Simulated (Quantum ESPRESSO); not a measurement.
# The valence band of WC as photoemission sees it, part 7 of 15

Wanted: projected DOS of WC, weighted into photoemission and X-ray emission spectra, at several levels of theory.

Quantum ESPRESSO 7.5; DFT, PBE, plane waves, ultrasoft GBRV pseudopotentials, scalar-relativistic (the session's first sound run).

So far. Step 5 (The base run: bands): Of the bands kept, 2 cross the Fermi level on this path. Step 6 (With spin–orbit coupling: self-consistent run): The run ends at a pressure of 5.96 GPa.

### Step 8. Projected DOS and spectra

Level of this step: DFT, PBE, plane waves, norm-conserving PseudoDojo pseudopotentials, with spin-orbit coupling (Quantum ESPRESSO).

projwfc.x splits the states by atom and shell, which the spectra need, since each shell has its own cross section.

Input file projwfc.in:

```
&projwfc
  prefix = 'pes'
  outdir = './tmp'
  filpdos = 'pes'
  ngauss = 0
  degauss = 0.00588
  DeltaE = 0.05
  Emin = -9.43
  Emax = 32.57
/
```

Launch:

```sh
$ OMP_NUM_THREADS=1 mpirun -n 4 projwfc.x -nk 4 -in projwfc.in > projwfc.out
```

Log:

```text
[banner, memory and clock lines left out]
Program PROJWFC v.7.5 starts

          URL

     ./tmp/pes.save/

     IMPORTANT: XC functional enforced from input :
     Exchange-correlation= PBE
                           (   1   4   3   4   0   0   0)
     Any further DFT definition will be discarded
     Please, verify this is what you really want

     G-vector sticks info

     Gaussian broadening (read from input): ngauss,degauss=   0    0.005880

     Calling projwave ....

  Problem Sizes
  natomwfc =           28
  nbnd     =           34
  nkstot   =          671
  npwx     =         1782
  nkb      =           76

     Atomic states used for projection
     (read from pseudopotential files):

     state #   1: atom   1 (W  ), wfc  1 (l=0 j=0.5 m_j=-0.5)
     state #   2: atom   1 (W  ), wfc  1 (l=0 j=0.5 m_j= 0.5)
     state #   3: atom   1 (W  ), wfc  2 (l=1 j=1.5 m_j=-1.5)
     state #   4: atom   1 (W  ), wfc  2 (l=1 j=1.5 m_j=-0.5)
     state #   5: atom   1 (W  ), wfc  2 (l=1 j=1.5 m_j= 0.5)
     state #   6: atom   1 (W  ), wfc  2 (l=1 j=1.5 m_j= 1.5)
     state #   7: atom   1 (W  ), wfc  3 (l=1 j=0.5 m_j=-0.5)
     state #   8: atom   1 (W  ), wfc  3 (l=1 j=0.5 m_j= 0.5)
     state #   9: atom   1 (W  ), wfc  4 (l=2 j=2.5 m_j=-2.5)
     state #  10: atom   1 (W  ), wfc  4 (l=2 j=2.5 m_j=-1.5)
     state #  11: atom   1 (W  ), wfc  4 (l=2 j=2.5 m_j=-0.5)
     state #  12: atom   1 (W  ), wfc  4 (l=2 j=2.5 m_j= 0.5)
     state #  13: atom   1 (W  ), wfc  4 (l=2 j=2.5 m_j= 1.5)
     state #  14: atom   1 (W  ), wfc  4 (l=2 j=2.5 m_j= 2.5)
     state #  15: atom   1 (W  ), wfc  5 (l=2 j=1.5 m_j=-1.5)
     state #  16: atom   1 (W  ), wfc  5 (l=2 j=1.5 m_j=-0.5)
     state #  17: atom   1 (W  ), wfc  5 (l=2 j=1.5 m_j= 0.5)
     state #  18: atom   1 (W  ), wfc  5 (l=2 j=1.5 m_j= 1.5)
     state #  19: atom   1 (W  ), wfc  6 (l=0 j=0.5 m_j=-0.5)
     state #  20: atom   1 (W  ), wfc  6 (l=0 j=0.5 m_j= 0.5)
     state #  21: atom   2 (C  ), wfc  1 (l=0 j=0.5 m_j=-0.5)
     state #  22: atom   2 (C  ), wfc  1 (l=0 j=0.5 m_j= 0.5)
     state #  23: atom   2 (C  ), wfc  2 (l=1 j=1.5 m_j=-1.5)
     state #  24: atom   2 (C  ), wfc  2 (l=1 j=1.5 m_j=-0.5)
     state #  25: atom   2 (C  ), wfc  2 (l=1 j=1.5 m_j= 0.5)
     state #  26: atom   2 (C  ), wfc  2 (l=1 j=1.5 m_j= 1.5)
     state #  27: atom   2 (C  ), wfc  3 (l=1 j=0.5 m_j=-0.5)
     state #  28: atom   2 (C  ), wfc  3 (l=1 j=0.5 m_j= 0.5)

 k =   0.0000000000  0.0000000000  0.0000000000
==== e(   1) =   -53.23454 eV ====
     psi = 0.472*[#   1]+0.472*[#   2]+0.024*[#  19]+0.024*[#  20]+0.004*[#  21]
          +0.004*[#  22]
    |psi|^2 = 1.000
==== e(   2) =   -53.23454 eV ====
     psi = 0.472*[#   1]+0.472*[#   2]+0.024*[#  19]+0.024*[#  20]+0.004*[#  21]
          +0.004*[#  22]
    |psi|^2 = 1.000
==== e(   3) =   -24.45779 eV ====
     psi = 0.497*[#   7]+0.497*[#   8]+0.003*[#  27]+0.003*[#  28]
    |psi|^2 = 1.000
==== e(   4) =   -24.45779 eV ====
     psi = 0.497*[#   7]+0.497*[#   8]+0.003*[#  27]+0.003*[#  28]
    |psi|^2 = 1.000
==== e(   5) =   -14.60053 eV ====
     psi = 0.492*[#   4]+0.492*[#   5]+0.007*[#  24]+0.007*[#  25]
    |psi|^2 = 1.000
==== e(   6) =   -14.60053 eV ====
     psi = 0.492*[#   4]+0.492*[#   5]+0.007*[#  24]+0.007*[#  25]
    |psi|^2 = 1.000
==== e(   7) =   -14.51309 eV ====
     psi = 0.497*[#   3]+0.497*[#   6]+0.003*[#  23]+0.003*[#  26]
    |psi|^2 = 1.000
==== e(   8) =   -14.51309 eV ====
     psi = 0.497*[#   3]+0.497*[#   6]+0.003*[#  23]+0.003*[#  26]
    |psi|^2 = 1.000
==== e(   9) =     6.10104 eV ====
     psi = 0.299*[#  19]+0.299*[#  20]+0.172*[#  21]+0.172*[#  22]+0.025*[#   1]
          +0.025*[#   2]+0.001*[#  11]+0.001*[#  12]
    |psi|^2 = 0.997
==== e(  10) =     6.10104 eV ====
     psi = 0.299*[#  19]+0.299*[#  20]+0.172*[#  21]+0.172*[#  22]+0.025*[#   1]
          +0.025*[#   2]+0.001*[#  11]+0.001*[#  12]
    |psi|^2 = 0.997
==== e(  11) =    16.23677 eV ====
     psi = 0.272*[#  11]+0.272*[#  12]+0.215*[#  16]+0.215*[#  17]+0.008*[#  19]
          +0.008*[#  20]+0.003*[#  21]+0.003*[#  22]
    |psi|^2 = 0.997
==== e(  12) =    16.23677 eV ====
     psi = 0.272*[#  11]+0.272*[#  12]+0.215*[#  16]+0.215*[#  17]+0.008*[#  19]
          +0.008*[#  20]+0.003*[#  21]+0.003*[#  22]
    |psi|^2 = 0.997
==== e(  13) =    17.05497 eV ====
     psi = 0.276*[#  15]+0.276*[#  18]+0.168*[#  23]+0.168*[#  26]+0.055*[#  10]
          +0.055*[#  13]
    |psi|^2 = 0.999
==== e(  14) =    17.05497 eV ====
     psi = 0.276*[#  15]+0.276*[#  18]+0.168*[#  23]+0.168*[#  26]+0.055*[#  10]
          +0.055*[#  13]
    |psi|^2 = 0.999
==== e(  15) =    17.36057 eV ====
     psi = 0.312*[#   9]+0.312*[#  14]+0.132*[#  27]+0.132*[#  28]+0.056*[#  24]
          +0.056*[#  25]
    |psi|^2 = 0.999
==== e(  16) =    17.36057 eV ====
     psi = 0.312*[#   9]+0.312*[#  14]+0.132*[#  27]+0.132*[#  28]+0.056*[#  24]
          +0.056*[#  25]
    |psi|^2 = 0.999
[...]
psi = 0.315*[#  24]+0.315*[#  25]+0.164*[#  27]+0.164*[#  28]+0.007*[#   4]
          +0.007*[#   5]+0.002*[#   7]+0.002*[#   8]
[...]
psi = 0.315*[#  24]+0.315*[#  25]+0.164*[#  27]+0.164*[#  28]+0.007*[#   4]
          +0.007*[#   5]+0.002*[#   7]+0.002*[#   8]
[...]
psi = 0.280*[#  16]+0.280*[#  17]+0.218*[#  11]+0.218*[#  12]
[...]
psi = 0.280*[#  16]+0.280*[#  17]+0.218*[#  11]+0.218*[#  12]
[...]
psi = 0.375*[#  10]+0.375*[#  13]+0.116*[#  15]+0.116*[#  18]+0.007*[#  23]
          +0.007*[#  26]
[...]
psi = 0.375*[#  10]+0.375*[#  13]+0.116*[#  15]+0.116*[#  18]+0.007*[#  23]
          +0.007*[#  26]
[...]
psi = 0.312*[#  23]+0.312*[#  26]+0.104*[#  15]+0.104*[#  18]+0.068*[#  10]
          +0.068*[#  13]+0.002*[#   3]+0.002*[#   6]
[...]
psi = 0.312*[#  23]+0.312*[#  26]+0.104*[#  15]+0.104*[#  18]+0.068*[#  10]
          +0.068*[#  13]+0.002*[#   3]+0.002*[#   6]
[...]
+0.111*[#  25]
[...]
+0.111*[#  25]
[...]
+0.005*[#  12]+0.002*[#   1]+0.002*[#   2]+0.001*[#  16]+0.001*[#  17]

[...]
+0.005*[#  12]+0.002*[#   1]+0.002*[#   2]+0.001*[#  16]+0.001*[#  17]

[...]
+0.003*[#  12]+0.001*[#  16]+0.001*[#  17]
[...]
+0.003*[#  12]+0.001*[#  16]+0.001*[#  17]
[...]
+0.002*[#  25]
[...]
+0.002*[#  25]
[...]
psi = 0.008*[#  23]+0.008*[#  26]+0.003*[#  15]+0.003*[#  18]
[...]
psi = 0.001*[#  15]+0.001*[#  18]
[...]
psi = 0.002*[#  10]+0.002*[#  13]
[...]
k =   0.0000000000  0.0000000000  0.2049284355
[...]
+0.001*[#  11]+0.001*[#  12]
[...]
+0.001*[#  11]+0.001*[#  12]
[...]
+0.005*[#  27]+0.005*[#  28]+0.001*[#   7]+0.001*[#   8]
[...]
+0.005*[#  27]+0.005*[#  28]+0.001*[#   7]+0.001*[#   8]
[...]
+0.013*[#   9]+0.013*[#  14]+0.002*[#   1]+0.002*[#   2]
[...]
+0.013*[#   9]+0.013*[#  14]+0.002*[#   1]+0.002*[#   2]
[...]
+0.003*[#  21]+0.003*[#  22]
[...]
+0.003*[#  21]+0.003*[#  22]
[...]
psi = 0.003*[#  10]+0.003*[#  13]
[...]
psi = 0.002*[#  10]+0.002*[#  13]
[...]
k =   0.0000000000  0.0000000000  0.2561605443
[...]
+0.002*[#  11]+0.002*[#  12]
[...]
+0.002*[#  11]+0.002*[#  12]
[...]
+0.008*[#  27]+0.008*[#  28]+0.002*[#   7]+0.002*[#   8]
[...]
+0.008*[#  27]+0.008*[#  28]+0.002*[#   7]+0.002*[#   8]
[...]
k =   0.0000000000  0.0000000000  0.3073926532
[...]
+0.003*[#  21]+0.003*[#  22]+0.002*[#  16]+0.002*[#  17]
[...]
+0.003*[#  21]+0.003*[#  22]+0.002*[#  16]+0.002*[#  17]
[...]
psi = 0.499*[#   3]+0.499*[#   6]
[...]
psi = 0.499*[#   3]+0.499*[#   6]
[...]
+0.006*[#   9]+0.006*[#  14]+0.002*[#  19]+0.002*[#  20]
[...]
+0.006*[#   9]+0.006*[#  14]+0.002*[#  19]+0.002*[#  20]
[...]
k =   0.0000000000  0.0000000000  0.3586247620
[...]
psi = 0.499*[#   3]+0.499*[#   6]
[...]
psi = 0.499*[#   3]+0.499*[#   6]
[...]
k =   0.0000000000  0.0000000000  0.4098568709
[...]
psi = 0.500*[#   3]+0.500*[#   6]
[...]
psi = 0.500*[#   3]+0.500*[#   6]
[...]
k =   0.0000000000  0.0000000000  0.4610889798
[...]
psi = 0.500*[#   3]+0.500*[#   6]
[...]
psi = 0.500*[#   3]+0.500*[#   6]
[...]
k =   0.0000000000  0.0000000000 -0.5123210886
[...]
psi = 0.500*[#   3]+0.500*[#   6]
[...]
psi = 0.500*[#   3]+0.500*[#   6]
[...]
psi = 0.498*[#   9]+0.498*[#  14]
[...]
psi = 0.498*[#   9]+0.498*[#  14]
[...]
psi = 0.005*[#  21]+0.005*[#  22]
[...]
psi = 0.005*[#  21]+0.005*[#  22]
[...]
k =   0.0000000000  0.0481125224  0.0000000000
[...]
k =   0.0000000000  0.0481125224  0.0512321089
[...]
k =   0.0000000000  0.0481125224  0.1024642177
[...]
psi = 0.496*[#   7]+0.496*[#   8]+0.002*[#  27]+0.002*[#  28]
[...]
psi = 0.496*[#   7]+0.496*[#   8]+0.002*[#  27]+0.002*[#  28]
[...]
psi = 0.496*[#   3]+0.496*[#   6]+0.002*[#  23]+0.002*[#  26]
[...]
psi = 0.496*[#   3]+0.496*[#   6]+0.002*[#  23]+0.002*[#  26]
[...]
[... cut ...]
4]+0.225*[#  25]+0.176*[#   9]+0.176*[#  14]+0.054*[#  27]
[...]
k =   0.2916666667  0.5532940080  0.4610889798
[...]
psi = 0.481*[#   1]+0.481*[#   2]+0.018*[#  19]+0.018*[#  20]
[...]
psi = 0.481*[#   1]+0.481*[#   2]+0.018*[#  19]+0.018*[#  20]
[...]
+0.002*[#  14]
[...]
+0.003*[#  14]
[...]
+0.002*[#  23]+0.002*[#  26]
[...]
+0.001*[#   9]+0.001*[#  14]
[...]
+0.002*[#  16]+0.002*[#  17]
[...]
+0.003*[#   9]+0.003*[#  14]+0.001*[#  19]+0.001*[#  20]
[...]
+0.001*[#  21]+0.001*[#  22]+0.001*[#  10]+0.001*[#  13]
[...]
+0.001*[#  21]+0.001*[#  22]
[...]
+0.004*[#  24]+0.004*[#  25]+0.003*[#  27]+0.003*[#  28]
[...]
+0.003*[#  23]+0.003*[#  26]
[...]
+0.001*[#   9]+0.001*[#  14]
[...]
+0.002*[#  12]+0.002*[#  21]+0.002*[#  22]
[...]
+0.002*[#  25]+0.001*[#  27]+0.001*[#  28]
[...]
+0.003*[#  14]
[...]
+0.005*[#  12]+0.001*[#  21]+0.001*[#  22]
[...]
+0.002*[#  28]+0.001*[#  10]+0.001*[#  13]
[...]
+0.004*[#  12]
[...]
+0.002*[#  25]+0.002*[#  15]+0.002*[#  18]
[...]
+0.001*[#  28]
[...]
k =   0.2916666667  0.5532940080 -0.5123210886
[...]
psi = 0.481*[#   1]+0.481*[#   2]+0.019*[#  19]+0.019*[#  20]
[...]
psi = 0.481*[#   1]+0.481*[#   2]+0.019*[#  19]+0.019*[#  20]
[...]
+0.002*[#  14]
[...]
+0.003*[#  14]
[...]
+0.019*[#   6]+0.002*[#   9]+0.002*[#  14]
[...]
+0.002*[#  27]+0.002*[#  28]
[...]
+0.001*[#  23]+0.001*[#  26]
[...]
+0.004*[#  18]+0.001*[#  10]+0.001*[#  13]
[...]
+0.091*[#  12]+0.004*[#  10]+0.004*[#  13]
[...]
|psi|^2 = 0.998
==== e(  11) =    13.36335 eV ====
     psi = 0.209*[#  23]+0.209*[#  26]+0.175*[#  16]+0.175*[#  17]+0.110*[#  11]
          +0.110*[#  12]+0.002*[#  10]+0.002*[#  13]+0.002*[#  21]+0.002*[#  22]

    |psi|^2 = 0.999
==== e(  12) =    13.45549 eV ====
     psi = 0.216*[#  10]+0.216*[#  13]+0.131*[#  27]+0.131*[#  28]+0.080*[#  24]
          +0.080*[#  25]+0.067*[#  15]+0.067*[#  18]+0.002*[#  21]+0.002*[#  22]
          +0.002*[#  16]+0.002*[#  17]+0.001*[#  11]+0.001*[#  12]
    |psi|^2 = 0.999
==== e(  13) =    14.83403 eV ====
     psi = 0.230*[#  24]+0.230*[#  25]+0.190*[#   9]+0.190*[#  14]+0.056*[#  27]
          +0.056*[#  28]+0.010*[#   7]+0.010*[#   8]+0.005*[#   4]+0.005*[#   5]
          +0.003*[#  15]+0.003*[#  18]+0.001*[#  19]+0.001*[#  20]
    |psi|^2 = 0.996
==== e(  14) =    15.28802 eV ====
     psi = 0.163*[#  24]+0.163*[#  25]+0.159*[#  15]+0.159*[#  18]+0.100*[#  27]
          +0.100*[#  28]+0.050*[#  10]+0.050*[#  13]+0.022*[#   3]+0.022*[#   6]
          +0.004*[#   9]+0.004*[#  14]+0.001*[#  19]+0.001*[#  20]
    |psi|^2 = 0.998
==== e(  15) =    18.66555 eV ====
     psi = 0.405*[#  23]+0.405*[#  26]+0.053*[#   9]+0.053*[#  14]+0.009*[#   4]
          +0.009*[#   5]+0.006*[#   7]+0.006*[#   8]+0.002*[#  16]+0.002*[#  17]
          +0.002*[#  21]+0.002*[#  22]+0.001*[#  24]+0.001*[#  25]
    |psi|^2 = 0.959
==== e(  16) =    18.89956 eV ====
     psi = 0.334*[#  27]+0.334*[#  28]+0.123*[#  24]+0.123*[#  25]+0.016*[#   4]
          +0.016*[#   5]+0.004*[#   9]+0.004*[#  14]+0.003*[#  10]+0.003*[#  13]
          +0.003*[#   7]+0.003*[#   8]+0.002*[#  21]+0.002*[#  22]
    |psi|^2 = 0.974
==== e(  17) =    19.82797 eV ====
     psi = 0.379*[#  15]+0.379*[#  18]+0.084*[#  10]+0.084*[#  13]+0.006*[#   3]
          +0.006*[#   6]+0.005*[#  27]+0.005*[#  28]+0.004*[#  19]+0.004*[#  20]
          +0.003*[#  11]+0.003*[#  12]+0.002*[#  24]+0.002*[#  25]+0.002*[#  16]
          +0.002*[#  17]
    |psi|^2 = 0.968
==== e(  18) =    20.02093 eV ====
     psi = 0.399*[#   9]+0.399*[#  14]+0.057*[#  23]+0.057*[#  26]+0.007*[#   4]
          +0.00
```

Wall time 5.7 s (4 MPI ranks of Intel Xeon at 2.60GHz (Ice Lake), shared host); 25 s of CPU time.

This step gave:

| Property | Result |
| --- | --- |
| share of occupied states in no projected shell | 0.0081 of the occupied states in the window |
| DOS at the Fermi level | 0.2896 states/eV/cell |

The DOS has structure finer than the step of the table below, so its rows give means over 2 eV, whole bins alone (the curve runs from -16.1 to 12.0 eV). Peaks (eV: height): total -11.2: 2.8, -6.6: 1.85, -2.7: 1.82, 3.9: 1.69; W 5d -11.1: 0.991, -2.7: 0.883, -1.4: 1.15, 4.3: 1.17; C 2p -6.6: 0.845, -2.7: 0.855, 3.9: 0.408, 6.5: 0.429; C 2s -11.2: 1.55, 6.0: 0.251; W 6s -11.2: 0.140, -6.6: 0.136, 11.1: 0.599.

* holds the states left over by the projection beside any projected weight of its own. DOS against E, zero at the Fermi level; means over each step; values in states/eV/cell:

| E (eV) | total | W 5d | C 2p | C 2s | W 6s | W 6p* |
| --- | --- | --- | --- | --- | --- | --- |
| -14 | 0.0786 | 0.00188 | 0.00266 | 0.0309 | 0.0418 | 0.00120 |
| -12 | 0.690 | 0.176 | 0.0269 | 0.369 | 0.101 | 0.0165 |
| -10 | 0.231 | 0.0720 | 0.00398 | 0.142 | 0.00752 | 0.00616 |
| -8 | 0.102 | 0.0343 | 0.0480 | 0.00464 | 0.0134 | 0.00158 |
| -6 | 0.989 | 0.436 | 0.450 | 0.0309 | 0.0560 | 0.0159 |
| -4 | 1.31 | 0.649 | 0.587 | 0.0232 | 0.0290 | 0.0234 |
| -2 | 1.25 | 0.730 | 0.452 | 0.0144 | 0.0264 | 0.0284 |
| 0 | 0.460 | 0.332 | 0.0975 | 0.00521 | 0.00839 | 0.0170 |
| 2 | 0.644 | 0.537 | 0.0735 | 0.0134 | 0.00712 | 0.0129 |
| 4 | 1.31 | 0.901 | 0.269 | 0.0759 | 0.0243 | 0.0382 |
| 6 | 1.31 | 0.701 | 0.374 | 0.158 | 0.0263 | 0.0524 |
| 8 | 0.626 | 0.258 | 0.261 | 0.0357 | 0.0389 | 0.0330 |
| 10 | 0.545 | 0.0564 | 0.0993 | 0.0432 | 0.231 | 0.116 |

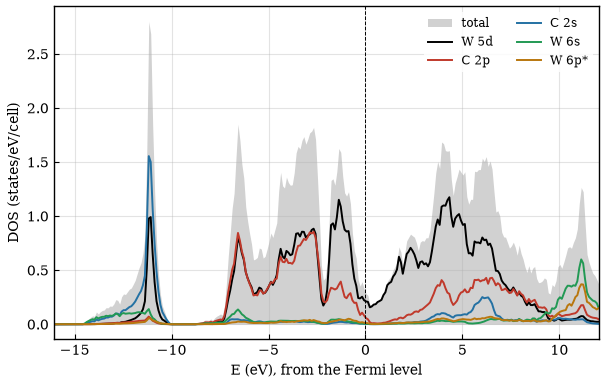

DOS against E.

This run's widths, added to any smearing of the DOS itself: Gaussian 0.45 eV, Lorentzian 0.2 eV. Intensity against binding energy, zero at the Fermi level; values in % of the maximum within 13 eV:

| binding energy (eV) | 21.2 eV | 40.8 eV | 1486.7 eV | 2150 eV | 5414.7 eV |
| --- | --- | --- | --- | --- | --- |
| -1 | 1.62 | 1.65 | 1.71 | 1.71 | 1.71 |
| 0 | 15.2 | 15.5 | 16.8 | 16.8 | 16.7 |
| 1 | 76.9 | 78.6 | 87.9 | 87.9 | 87.8 |
| 2 | 56.0 | 56.6 | 56.3 | 56.3 | 56.2 |
| 3 | 99.9 | 99.9 | 88.0 | 87.8 | 87.6 |
| 4 | 79.8 | 80.1 | 72.3 | 72.1 | 72.1 |
| 5 | 47.3 | 47.5 | 41.4 | 41.3 | 41.4 |
| 6 | 53.6 | 54.0 | 47.4 | 47.3 | 47.9 |
| 7 | 42.6 | 42.8 | 36.1 | 36.0 | 37.1 |
| 8 | 4.20 | 4.35 | 3.68 | 3.67 | 3.91 |
| 9 | 1.31 | 1.61 | 1.54 | 1.49 | 1.50 |
| 10 | 2.48 | 3.84 | 4.09 | 3.80 | 3.61 |
| 11 | 37.8 | 66.8 | 74.2 | 69.0 | 65.3 |
| 12 | - | 13.8 | 15.1 | 14.0 | 15.2 |
| 13 | - | 4.67 | 5.65 | 5.33 | 6.92 |
| 14 | - | 1.66 | 2.32 | 2.24 | 3.22 |
| 15 | - | 0.380 | 0.422 | 0.405 | 0.459 |
| 16 | - | 0.240 | 0.251 | 0.241 | 0.254 |

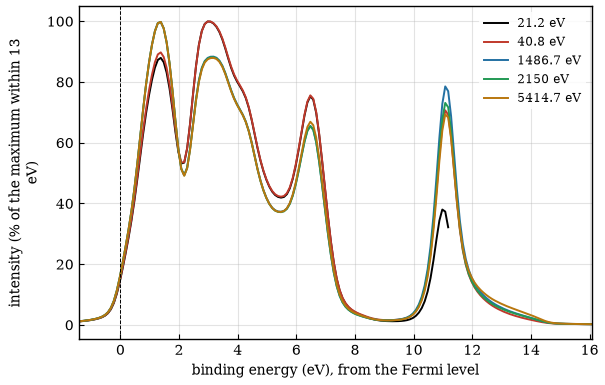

Intensity, plotted against binding energy.

Spectra as before, but with a recipe of its own (widths, and in some runs the light), which changes peak heights and what is resolved: Gaussian 0.45 eV, Lorentzian 0.2 eV plus 0 times the binding energy, unpolarised light, analyser at 90°, Fermi edge at 20 K; some photon energies differ too.

The two runs compared:

| quantity | this run | base run | difference |
| --- | --- | --- | --- |
| DOS at the Fermi level (states/eV/cell) | 0.2896 | 0.2737 | 0.0159 |

(Part 7 of 15 ends here.)

[Logs are printed without paths, hosts, clocks, repeated set-up lines and the standing remarks that a program may print on its own settings, such as how far it seeks lower states.]

[Hosts, paths, dates, database ids (printed as entryN), source tags and the programs' standing remarks are cut or masked in the printed files.]

[Maps of the electrostatic potential energy from Ansatz leave out the sawtooth potential of an applied field or a dipole correction, so their vacuum need not be flat; work functions include it.]

[Peak lists hold at most the 14 tallest peaks of each spectrum; further lines can be left out.]
